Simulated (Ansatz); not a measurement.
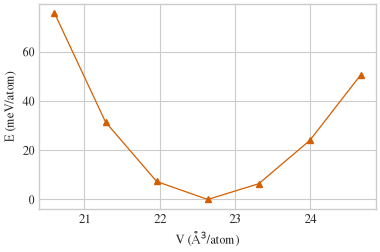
*Sn₂Pt (fluorite or antifluorite type, Fm-3m) under volume change, r²SCAN (plane waves, PAW; program Ansatz), scaled uniformly.*

What does a third-order Birch–Murnaghan fit give for V₀, B₀ and B′?

V₀ = 22.64 Å³/atom, B₀ = 107 GPa, B′ = 5.6.

The workflow started from an entry of the Crystallography Open Database (COD). Whether it is the stable phase at ambient conditions was not checked. The cell was relaxed with r²SCAN under the symmetry of its start; its stability against distortions is not shown here. No spin polarisation was allowed. Scalar-relativistic: spin–orbit coupling is off unless named, which matters more the heavier the elements.

Potentials: the later of the program's two PAW sets.
